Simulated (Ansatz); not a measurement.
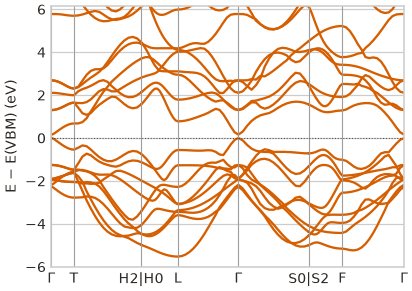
*Band structure from PBE+D3(BJ) (plane waves, PAW; program Ansatz)*

Problem. Read off the gap and where the band edges lie.

Solution. About 0.2 eV (0.16 eV by a search for the band edges); maximum at Γ, minimum at Γ.

The material is Bi2Se3 in space group R-3m (No. 166; Bi on 6c, Se on 3a, Se on 6c).

The PBE+D3(BJ) relaxation kept the symmetry of its start. Spin–orbit coupling is left out wherever it is not named.

Potentials: the later of the program's two PAW sets.
